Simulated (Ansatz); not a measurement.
# AlH4SbSi: rigid scan of one bond length, by script

A script is to give a rigid scan of one bond length; the system is AlH4SbSi.

All numbers are computed with Ansatz 0.2.0, driven from Python. Level of theory: B3LYP/def2-SVP.

## Step 1: Starting point

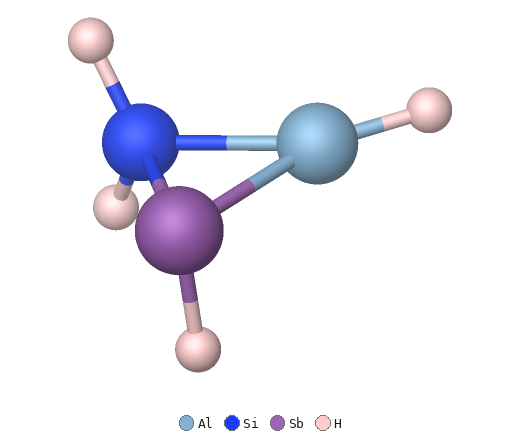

The structure that the script starts from, seen from a chosen angle (aluminium light blue, silicon blue, antimony purple, hydrogen pink).

alh4sbsi.xyz, read by the script:

```xyz
7

Al   -1.07900   -0.66030   -0.74180
Si    0.26780    1.02690    0.27060
Sb    1.50880   -0.91360   -0.55500
H    -2.49390   -1.14250   -1.18850
H     0.11650    1.12110    1.71250
H     0.38690    2.27680   -0.52560
H     1.35410   -1.77640    0.98200
```

## Step 2: Script

Input file scan_alh4sbsi.py:

```python
# -*- coding: utf-8 -*-
"""Potential curve of AlH4SbSi along one bond."""

import ansatz
import matplotlib.pyplot as plt
import numpy as np

BASIS_SET = "def2-SVP"
FUNCTIONAL = "B3LYP"


def main():
    system = ansatz.Crystal.molecule_from_extxyz("alh4sbsi.xyz")

    symbols = [site.symbol for site in system.cartesian_sites]
    start = np.array([site.position_ang for site in system.cartesian_sites])
    axis = (start[5] - start[1]) / np.linalg.norm(start[5] - start[1])
    moving = [5]
    lengths, energies = [1.308, 1.368, 1.427, 1.487, 1.546, 1.606, 1.665, 1.754], []
    for length in lengths:
        xyz = start.copy()
        xyz[moving] += (length - np.linalg.norm(start[5] - start[1])) * axis
        point = ansatz.Crystal.molecule()
        for symbol, place in zip(symbols, xyz):
            point = point.atom(symbol, place.tolist())
        job = (
            point.calculation()
            .basis(gaussian=BASIS_SET)
            .functional(FUNCTIONAL)
        )
        rep = job.run(threads=1).report
        energies.append(rep["free_energy_ev"])
        print(f"r = {length:6.3f} A  E = {energies[-1]:.5f} eV  <S^2> = {abs(rep['mean_field']['state']['spin_squared']):.3f}")

    # quartic fit about the minimum
    fit = np.polynomial.Polynomial.fit(lengths, np.array(energies) - min(energies), 4).convert()
    roots = [r.real for r in fit.deriv().roots() if abs(r.imag) < 1e-9 and fit.deriv(2)(r.real) > 0]
    r_e = min(roots, key=lambda r: abs(r - lengths[int(np.argmin(energies))]))
    print(f"minimum of the fit at {r_e:.4f} A, force constant {fit.deriv(2)(r_e):.2f} eV/A^2")
    plt.figure(figsize=(4.5, 3))
    plt.plot(lengths, np.array(energies) - min(energies), "o-")
    plt.xlabel("bond length (A)")
    plt.ylabel("E - E(min) (eV)")
    plt.tight_layout()
    plt.savefig("scan.png", dpi=100)


if __name__ == "__main__":
    main()
```

## Step 3: The run

Command:

```sh
$ python scan_alh4sbsi.py
```

The log of the run:

```text
r =  1.308 A  E = -21074.39361 eV  <S^2> = 0.000
r =  1.368 A  E = -21074.62291 eV  <S^2> = 0.000
r =  1.427 A  E = -21074.74349 eV  <S^2> = 0.000
r =  1.487 A  E = -21074.78312 eV  <S^2> = 0.000
r =  1.546 A  E = -21074.75915 eV  <S^2> = 0.000
r =  1.606 A  E = -21074.68603 eV  <S^2> = 0.000
r =  1.665 A  E = -21074.57810 eV  <S^2> = 0.000
r =  1.754 A  E = -21074.36779 eV  <S^2> = 0.000
minimum of the fit at 1.4910 A, force constant 17.58 eV/A^2
```

Run time: 25 s. Hardware: 1 thread of Arm Neoverse V1, shared host; peak memory 0.27 GiB.

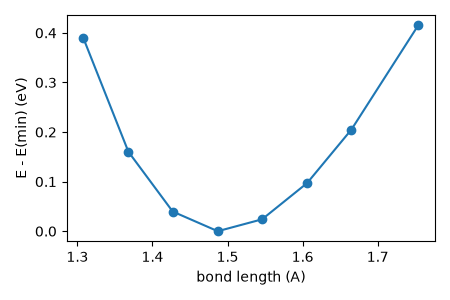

scan.png, as the script drew it.

## Step 4: The runs side by side

From the records of these 8 runs:

| run | distance (Å) | energy from run 4 (eV) | SCF cycles | CPU time (s) |
| --- | --- | --- | --- | --- |
| 1 | 1.31 | 0.3895 | 17 | 2.9 |
| 2 | 1.37 | 0.1602 | 17 | 3.1 |
| 3 | 1.43 | 0.0396 | 17 | 3.1 |
| 4 | 1.49 | 0.0000 | 17 | 2.9 |
| 5 | 1.55 | 0.0240 | 17 | 3.1 |
| 6 | 1.61 | 0.0971 | 17 | 2.9 |
| 7 | 1.67 | 0.2050 | 17 | 3.1 |
| 8 | 1.75 | 0.4153 | 17 | 2.8 |

## Step 5: What came out

| quantity | value |
| --- | --- |
| bond length at the fit's minimum | 1.4910 Å |
| runs compared | 8 |
| range of energy | 0.415 eV |
| lowest point, distance (Å) | 1.49 |

**Reading.** The curve has its lowest point inside the range, at 1.49. The ends stand 0.39 and 0.415 eV above it. The distance scanned is the script's pair 1, 5. Caveats:
- The rest of the molecule is held rigid at a force-field or estimated start geometry, and the basis set is modest; single-reference methods fail as a bond breaks.
- def2 sets replace the cores of elements past krypton by effective core potentials.
- b3lyp holds the VWN-RPA fit, as in Gaussian; the form of ORCA and Turbomole is b3lyp5.
- The orbitals are restricted, so S² is zero by construction.
